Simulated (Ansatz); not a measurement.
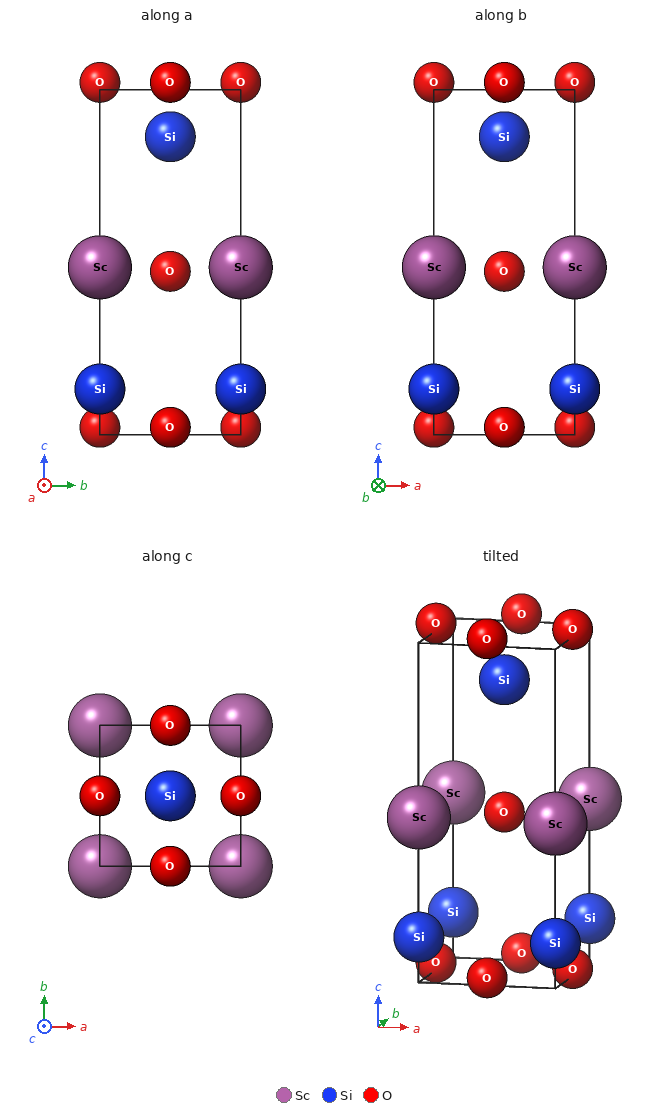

A spheres-only rendering, viewed along the a axis, along the b axis, along the c axis and slightly off an axis. The conventional unit cell is outlined; an atom on or near a face, edge or corner is repeated at each equivalent position.

Lattice parameters: a = 3.210 Å, b = 3.210 Å, c = 7.861 Å, α = 90.00°, β = 90.00°, γ = 90.00°. Put a along x and b in the xy plane.

Set out the cell and atoms as a POSCAR file, with free fractional coordinates to two decimals.

Answer.
```
Sc Si O
1.0
     3.210    0.000    0.000
     0.000    3.210    0.000
     0.000    0.000    7.861
Sc Si O
1 2 3
Direct
  0.00 0.00 0.49
  0.50 0.50 0.86
  0.00 0.00 0.13
  0.50 0.00 0.02
  0.00 0.50 0.02
  0.50 0.50 0.47
```

Its origin is a structure type filled with these elements by a generator (whether the compound takes this form wasn't checked). Earlier steps of the study may have refined or changed the cell and positions. An electronic-structure calculation with Ansatz was run on it.
